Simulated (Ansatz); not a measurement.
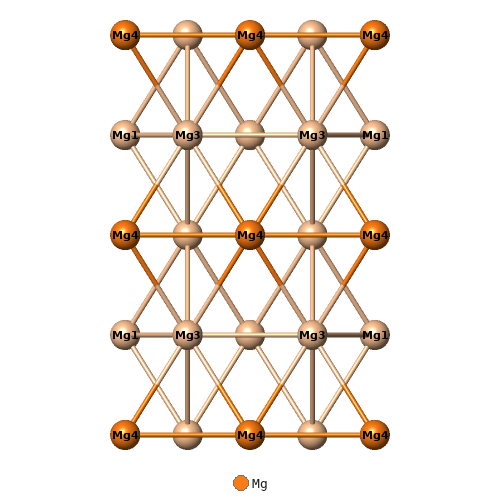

The system is O on a Mg(100) slab cut from the P6_3/mmc phase, its upper half relaxed before the scan (4 atoms of substrate and one adsorbate in a 1 × 1 cell); the picture shows it without the atoms that are moved over the map. O is moved over the surface cell; relaxed at each place: the height of the adsorbate's atoms; substrate rigid; the origin of the map has the adsorbate above Mg4. Places are given modulo a cell vector. The map is drawn in real space over the plane of the surface. The scan uses an 8 × 8 grid; 25 points were computed and 39 follow by symmetry. Energies are in eV, from the lowest grid point. At some places the adsorbate sinks to or below the level of the top layer. With one adsorbate in each 1 × 1 cell, its nearest image is 3.2 Å away, so neighbouring adsorbates interact. The runs have no spin polarisation; a magnetic state may lie lower. The calculation used DFT PBEsol, scalar-relativistic, plane waves, PAW in Ansatz 0.2.0. Settings: cutoff 420 eV, k-mesh 8×5×1, gaussian smearing 0.1 eV, no spin polarisation.

Range: position of O5 along the first surface vector from 0.000 to 0.875; position of O5 along the second surface vector from 0.000 to 0.875.

What will the energy surface look like?

Answer. The lowest grid point is at a place at or below the level of the top layer, (0/8, 3/8) of the cell vectors. The same energy is found at a place at or below the level of the top layer, (0/8, 5/8) of the cell vectors. The highest grid point, the top site over a surface Mg atom, (0/8, 0/8) of the cell vectors, lies 4.62 eV above the lowest. At the lowest point the adsorbate has 3 Mg at 1.90 Å as nearest neighbours, at the highest 1 Mg at 1.80 Å. Its relaxed height above the top atom is −0.01 Å at the lowest and 1.80 Å at the highest point.

| second ↓, first → | 0/8 | 1/8 | 2/8 | 3/8 | 4/8 | 5/8 | 6/8 | 7/8 |
| --- | --- | --- | --- | --- | --- | --- | --- | --- |
| 7/8 | 4.37 | 4.20 | 3.59 | 2.11 | 0.36 | 2.11 | 3.59 | 4.20 |
| 6/8 | 3.13 | 2.81 | 1.76 | 0.63 | 0.39 | 0.63 | 1.76 | 2.81 |
| 5/8 | 0.00 | 0.75 | 1.64 | 2.22 | 2.41 | 2.22 | 1.64 | 0.75 |
| 4/8 | 0.46 | 1.41 | 2.44 | 3.01 | 3.19 | 3.01 | 2.44 | 1.41 |
| 3/8 | 0.00 | 0.75 | 1.64 | 2.22 | 2.41 | 2.22 | 1.64 | 0.75 |
| 2/8 | 3.13 | 2.81 | 1.76 | 0.63 | 0.39 | 0.63 | 1.76 | 2.81 |
| 1/8 | 4.37 | 4.20 | 3.59 | 2.11 | 0.36 | 2.11 | 3.59 | 4.20 |
| 0/8 | 4.62 | 4.48 | 3.96 | 2.69 | 1.14 | 2.69 | 3.96 | 4.48 |

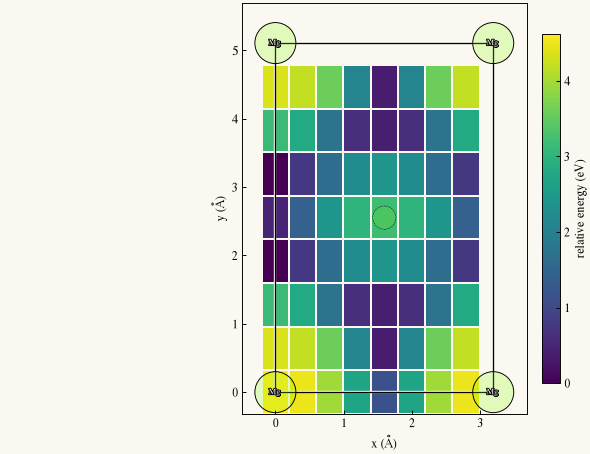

Drawn: one coloured cell a grid point, labelled circles for the atoms of the top layer and small ones for the second layer, the outline of one cell of the plane.

Time for the 25 points that were run: 9.6 min on 1 thread of Intel(R) Xeon(R) 6975P-C (Granite Rapids), with other jobs on the host.
